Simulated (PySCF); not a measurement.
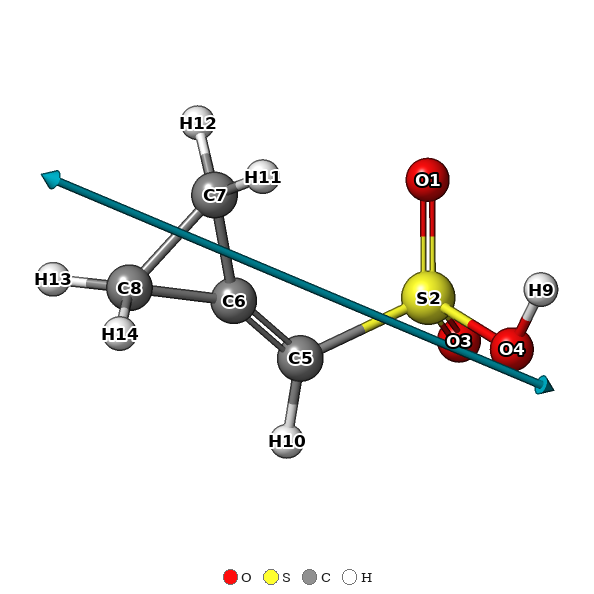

The double arrow shows the direction of the transition dipole to excited singlet state 4 (its length means nothing). Computed geometry: GFN2-xTB optimisation. No frequency run is at hand to confirm it as a minimum. Method: TDDFT PBE0/def2-SVPD, vertical, gas phase, core orbitals frozen in the response (PySCF 2.14.0).

> How is the transition polarised?

Close to the long direction O3···C8.

> Give its energy, strength and character.

6.89 eV (180 nm), oscillator strength 0.24, of mixed character, with the largest part HOMO → LUMO (weight 0.44); transition dipole 3.06 D.
